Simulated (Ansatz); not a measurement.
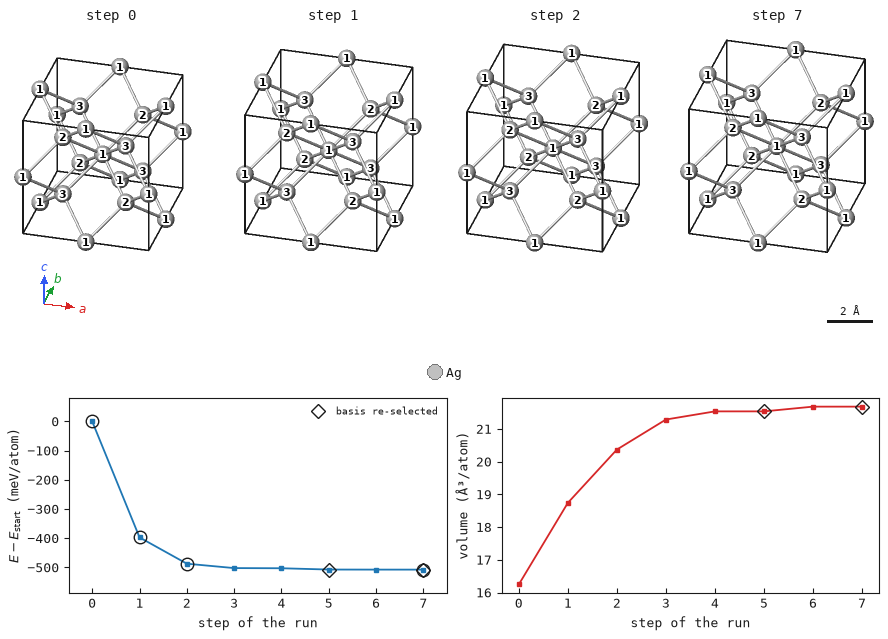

Frames of a relaxation of solid Ag (a generated structure, set up in Fm-3m) (coarse preliminary run), marked on the history of the run. The picture is a ball-and-stick view of the conventional cell (4 times the calculation's cell), seen from a free direction. Lengths and directions refer to the drawn axes.

The calculation used DFT PBE, scalar-relativistic, plane waves, PAW in Ansatz.

The input:
```yaml
crystal:
  lattice:
    - [0.0, 2.89936203, 2.89936203]
    - [2.89936203, 0.0, 2.89936203]
    - [2.89936203, 2.89936203, 0.0]
  atoms:
    - { symbol: Ag, position: [0.5, 0.5, 0.5] }
    - { symbol: Ag, position: [0.75, 0.75, 0.75] }
    - { symbol: Ag, position: [0.25, 0.25, 0.25] }
basis:
  ecutwfc: 420
kpoints:
  mp_grid: { grid: [6, 6, 6] }
hamiltonian:
  xc: pbe
scf:
  occupations: { method: gaussian, width: 0.1 }
  lower_state_search: "off"
output:
  forces: true
  stress: true
  eigenvalues: true
relax:
  adjacent_minimum: "off"
  f_tol: 0.04
  max_steps: 70
  cell: { stress_tol: 0.4 }
```

Command:
```bash
ansatz run input.yaml --threads 1 --pin off --max-ram 2048MiB --backend cpu --events-out ev --progress --plain --runs-dir out
```

> What happens along the run?

After 5 accepted moves (7 points after the start) the energy has fallen by 507 meV per atom. All forces vanish by symmetry, so only the cell relaxes. The pressure goes from 40.64 to 0.08 GPa. The SCF was repeated twice at an unchanged geometry on a basis and grid sized afresh for the cell, which shifted the energy by 4.4 meV per atom at most. No atom moves by more than 0.005 Å relative to the cell. Cell: a = b = c 5.799 → 6.384 Å (+10.1 %). Volume +33.5 %. Some distances before and after: Ag2–Ag3 2.899 → 3.192 Å, Ag1–Ag2 2.511 → 2.764 Å. The space group stays Fm-3m (No. 225). The run took 13 s on 1 thread of Arm Neoverse V1, on a shared host, peak memory 0.32 GiB. From step 0 to 1: volume +15.3 %, energy −397 meV per atom. From step 1 to 2: volume +8.7 %, energy −90.0 meV per atom. From step 2 to 7: volume +6.4 %, energy −20.3 meV per atom.

```csv
step,"E − E(0), meV/atom","pressure, GPa","volume, Å³/atom",note
0,0.00,40.64,16.249,
1,-396.98,13.94,18.743,
2,-487.01,4.63,20.372,
3,-502.02,0.89,21.290,
4,-502.61,0.00,21.539,
5,-507.02,0.51,21.539,"same geometry, new basis"
6,-507.23,0.08,21.684,
7,-507.28,0.08,21.684,"same geometry, new basis"
```
